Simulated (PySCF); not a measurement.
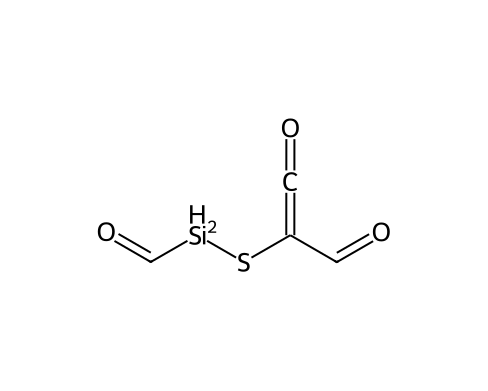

Computed geometry: GFN2-xTB optimisation. No frequency run is at hand to confirm it as a minimum. Method: ωB97X-D/def2-SVPD, gas phase (PySCF 2.14.0). Excitations: vertical, linear response.

Computed properties:

The species is C₄H₄O₃SSi (`O=C=C(C=O)S[SiH2]C=O`).
- dipole moment: 5.61 D
- HOMO energy (Kohn–Sham orbital): −8.42 eV
- LUMO energy (Kohn–Sham orbital): −1.11 eV
- HOMO–LUMO gap: 7.32 eV
- mean static polarisability: 105.7 bohr³
- lowest vertical singlet excitation: 2.80 eV
- its oscillator strength: 0.000
- brightest of the 8 lowest singlets: 4.10 eV
- its oscillator strength: 0.04

The geometry is semi-empirical. Around Si such bond lengths and angles can be off by a tenth of an ångström or more and by several degrees, and values that hang on the shape move with them.
